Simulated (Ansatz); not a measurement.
C₂H₄ClFO: several calculations on one system

### Relaxation

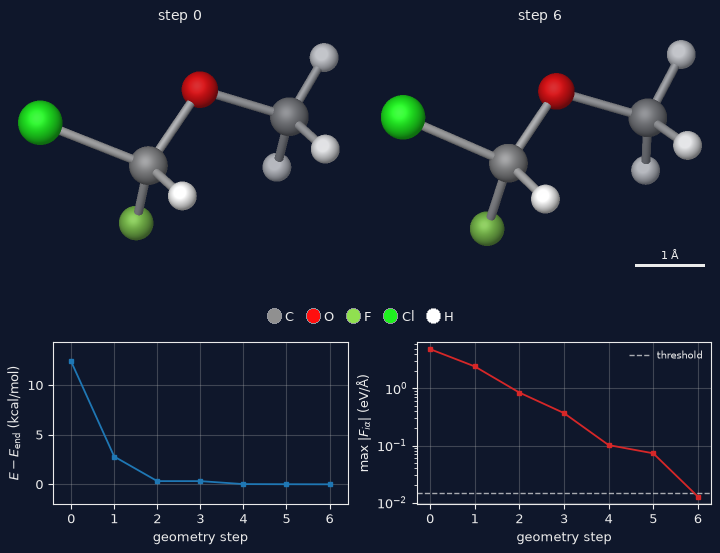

First and last geometry of a relaxation of C₂H₄ClFO, with the history of the run. Style: ball-and-stick. Shown at a tilt.

The run prepares an end point of a later path (torsion) calculation, from a guessed geometry.

Level of theory: RKS PBE-D4/cc-pVDZ in Ansatz. Set-up: no spin polarisation; force threshold 0.015 eV/Å; at most 40 steps.

### Did the run converge, and what did it change?

It converged. After 6 geometry steps the energy has fallen by 12.4 kcal/mol. Largest force component: 4.9 eV/Å at the start, 0.013 eV/Å at the end. The largest move after the best rigid fit is that of the F atom, 0.16 Å. By element the largest moves are F 0.16 Å, H 0.15 Å, Cl 0.14 Å, O 0.08 Å, C 0.04 Å. Some distances before and after: C–F 1.259 → 1.383 Å, C–H 1.043 → 1.114 Å, C–O 1.428 → 1.368 Å, C–H 1.155 → 1.110 Å. Bond angles that change, for instance: F–C–H 113.5° → 107.3°, O–C–H 105.6° → 111.0°, H–C–H 113.0° → 109.4°.

### Relaxation

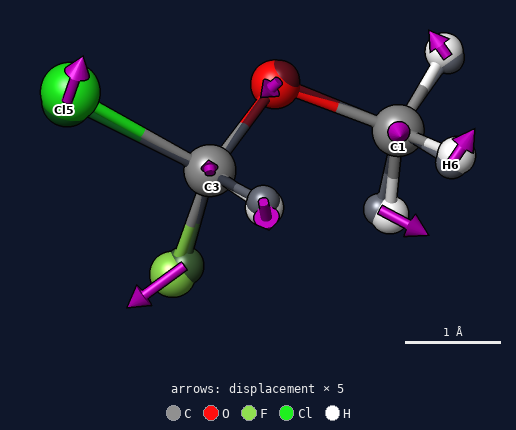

A relaxation of C₂H₄ClFO. The starting structure is drawn faded, the final one solid; purple arrows show the displacements, 5 times their true length. The two geometries are superimposed by the best rigid fit.

Style: ball-and-stick. Shown at a tilt.

The run prepares an end point of a later path (torsion) calculation, from a guessed geometry.

The calculation used RKS PBE-D4/cc-pVDZ in Ansatz. Settings: no spin polarisation; force threshold 0.015 eV/Å; at most 40 steps.

### Describe the change and its energy.

The F atom moves most after the best rigid fit: 0.15 Å. Largest moves by element: F 0.15 Å, Cl 0.12 Å, H 0.12 Å, C 0.06 Å, O 0.06 Å. Some distances before and after: C–F 1.259 → 1.383 Å, C–H 1.043 → 1.104 Å, C–O 1.428 → 1.368 Å, C–H 1.067 → 1.110 Å. Among the angles between lasting bonds that change: F–C–H 113.5° → 107.3°, O–C–H 105.6° → 111.0°, O–C–H 110.3° → 106.0°. After 7 geometry steps the energy has fallen by 0.531 eV. Largest force component: 3.9 eV/Å at the start, 0.007 eV/Å at the end. Cost: 8.5 s on 2 threads of Intel(R) Xeon(R) Platinum 8488C (Sapphire Rapids) (shared host), peak memory 0.17 GiB.

### Path

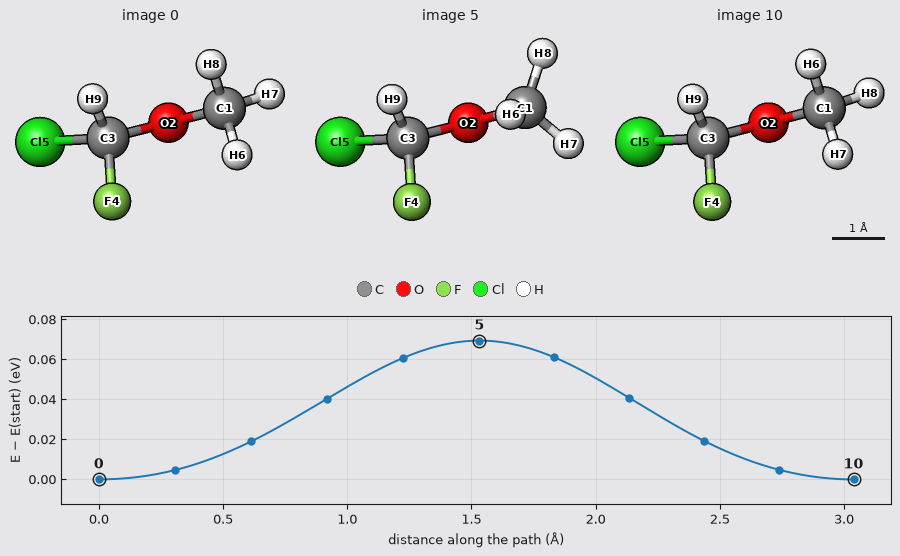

NEB run on C2H4ClFO. Images are numbered from 0 (start) to 10 (end). A ball-and-stick model, seen from a free direction.

These are results of RKS PBE-D4/cc-pVDZ in Ansatz, not measurements.

The input:
```yaml
crystal:
  periodic: [false, false, false]
  atoms:
    - { symbol: C, position_ang: [0.141731, -0.993036, -0.737999] }
    - { symbol: O, position_ang: [0.67375, 0.280975, -0.336082] }
    - { symbol: C, position_ang: [-0.068661, 0.860796, 0.655487] }
    - { symbol: F, position_ang: [-1.30643, 1.262393, 0.185843] }
    - { symbol: Cl, position_ang: [0.832835, 2.308733, 1.230922] }
    - { symbol: H, position_ang: [-0.869238, -0.879535, -1.180775] }
    - { symbol: H, position_ang: [0.841637, -1.390865, -1.493699] }
    - { symbol: H, position_ang: [0.089665, -1.695044, 0.125259] }
    - { symbol: H, position_ang: [-0.246789, 0.199283, 1.533945] }
basis:
  gaussian: { orbitals: cc-pVDZ }
hamiltonian:
  xc: pbe
  dispersion: d4
neb:
  order_check: false
  images: 9
  f_tol: 0.05
  max_iterations: 60
  initial_path: idpp
  final_atoms:
    - { symbol: C, position_ang: [0.17614767, -1.08261945, -0.59136095] }
    - { symbol: O, position_ang: [0.80007715, 0.02324102, 0.08380037] }
    - { symbol: C, position_ang: [-0.11375966, 0.9311393, 0.54359666] }
    - { symbol: F, position_ang: [-0.70998155, 1.61714562, -0.49918874] }
    - { symbol: Cl, position_ang: [0.76849525, 2.10692468, 1.58257343] }
    - { symbol: H, position_ang: [-0.54606511, -1.60358853, 0.07781801] }
    - { symbol: H, position_ang: [-0.34973142, -0.74589518, -1.5085672] }
    - { symbol: H, position_ang: [0.99300071, -1.77516744, -0.86059243] }
    - { symbol: H, position_ang: [-0.92968305, 0.48251999, 1.15482185] }
```

Command:
```bash
ansatz run input.yaml --threads 2 --pin off --max-ram 3072MiB --backend cpu --events-out ev --progress --plain --runs-dir out
```

**Describe the mechanism and the energy profile.**

The motion is a rotation about the C1–O2 bond by about 120°. No bond forms or breaks between the ends. Among the angles between lasting bonds that change up to the highest image: O2–C1–H7 106.0° → 108.4°, O2–C1–H8 111.0° → 108.9°. The two ends have the same energy, and the highest point, image 5, lies 0.069 eV above the start. The band converged in 4 iterations, with a climbing image at the top. At the top, the vibrational analysis gives one imaginary mode (180i cm⁻¹), as a transition state must have.

Cost: 37 s on 2 threads of Intel(R) Xeon(R) Platinum 8488C (Sapphire Rapids), with other jobs on the host, peak memory 0.15 GiB.
